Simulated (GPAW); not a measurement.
# BaTiO3 (P4/mmm): refractive index against wavelength

The refractive index of BaTiO3 (P4/mmm) along x below the direct gap (1.82 eV on the mesh) is read from one computed spectrum, n = √(Re ε). x, y and z are the Cartesian axes of the input cell.

Symmetry: P4/mmm, No. 123, tetragonal system. Conventional cell: a = 4.000 Å, b = 4.000 Å, c = 4.018 Å, α = 90.00°, β = 90.00°, γ = 90.00°. Around Ba on site a lie 12 O at 2.83 Å. Ti on site d is surrounded by 6 O at 2.00 to 2.01 Å. Around O on site e lie 2 Ti at 2.00 Å. O on site c is surrounded by 2 Ti at 2.01 Å.

Method: GPAW 26.7.0, LDA, RPA, k-mesh 8×8×8, local fields up to 30 eV, Lorentzian half width 0.15 eV.

Launch of the response step: `OMP_NUM_THREADS=1 python df.py`. The run took 2.4 min, its band step included, on 1 thread of Arm Neoverse V1, on a shared host.

| wavelength (nm) | photon energy E (eV) | n |
| --- | --- | --- |
| 3000 | 0.413 | 2.5262 |
| 2000 | 0.620 | 2.5378 |
| 1550 | 0.800 | 2.5525 |
| 1310 | 0.946 | 2.5679 |
| 1064 | 1.165 | ? |

In the single-oscillator model n² − 1 = E₀E_d/(E₀² − E²), so 1/(n² − 1) = E₀/E_d − E²/(E₀E_d) is linear in E².

Working, on the rows shown:

| x = E² (eV²) | y = 1/(n² − 1) |
| --- | --- |
| 0.170801 | 0.185815 |
| 0.384302 | 0.183809 |
| 0.639837 | 0.181315 |
| 0.895757 | 0.178759 |

Means: x̄ = 0.52267, ȳ = 0.18242. Σ(x − x̄)(y − ȳ) = -0.002882, Σ(x − x̄)² = 0.2959. Slope = -0.002882 / 0.2959 = -0.009741; intercept = ȳ − slope · x̄ = 0.18752. Turned back into n, the line misses the rows shown by at most 0.00021.

Q: What does the fit predict for the withheld row, and how well does it do?

A: At x = 1.3578 the line gives y = 0.17429, that is 2.5957. The run gave 2.5983, so the extrapolation is off by 0.0026, 4 % of the range in the table.

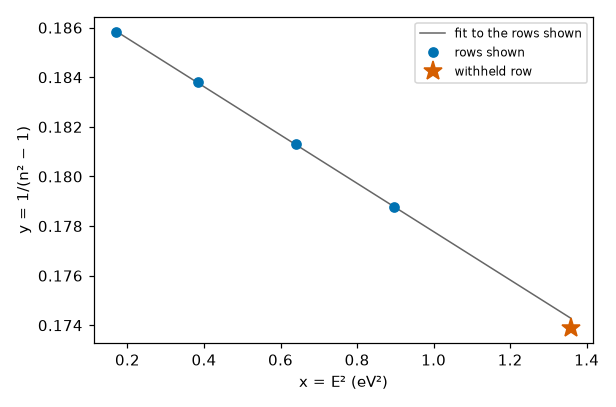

Refitted with all rows, the slope is -0.01006 and the intercept 0.18766. These give E₀ = √(intercept/−slope) = 4.32 eV and E_d = E₀/intercept = 23.0 eV; E₀ is 2.4 times the direct gap. The electronic limit at long wavelengths, without lattice vibrations, is n = √(1 + 1/intercept) = 2.516. Excitons are left out; LDA gaps are as a rule too small. The values come from a sum over the points of one k-mesh and carry its error, which grows as the direct gap shrinks. This version of GPAW has incomplete matrix elements in the optical limit, which can lower ε − 1 by up to a tenth where first-row anions or d states rule. Spin-orbit coupling is left out.
